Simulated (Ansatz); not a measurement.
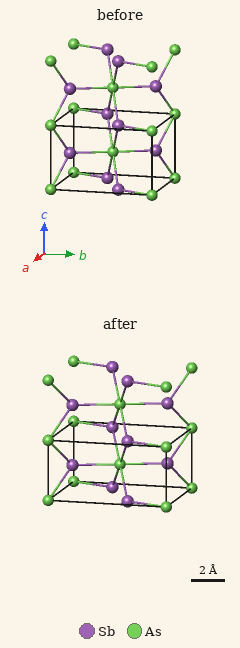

The structure of a crystal of Sb2As (built on the marcasite_58 type) (coarse preliminary run) before (top) and after (bottom) a relaxation, at one scale.

Style: ball-and-stick. Shown: the cell of the calculation, repeated 1 × 1 × 2 with one cell outlined, slightly off an axis.

Case: marcasite type (Pnnm, No. 58).

Method: Ansatz, DFT PBE, scalar-relativistic, plane waves, PAW. Set-up: plane-wave cutoff 420 eV; k-point mesh 4 × 4 × 4; occupations gaussian; smearing width 0.1 eV; no spin polarisation; cell and atoms relaxed; force threshold 0.04 eV/Å; at most 70 steps.

### What changed between the two?

Over 9 accepted moves (11 points after the start) the energy falls by 350 meV per atom. The largest force component goes from 0.48 to 0.016 eV/Å. The pressure goes from 19.30 to 0.07 GPa. At 2 points the geometry stayed and the basis and grid were re-selected for the new cell (energy shift of 6.3 meV per atom at most each time). The largest moves relative to the cell, 0.18 Å, are those of Sb atoms. As stays in place. The volume changes by +21.3 %, with a 5.316 → 5.909 Å (+11.1 %), b 6.489 → 7.567 Å (+16.6 %), c 4.051 → 3.790 Å (−6.4 %). Some distances before and after: As–Sb 2.678 → 2.949 Å, Sb–Sb 2.649 → 2.901 Å, As–Sb 2.694 → 2.887 Å. Among the angles between lasting bonds that change: Sb–As–Sb 97.5° → 82.1°, Sb–As–Sb 82.5° → 97.9°, As–Sb–As 97.5° → 82.1°. The space group stays Pnnm (No. 58).

Limits of the set-up: the k-point mesh is coarse for a cell with partly filled bands.
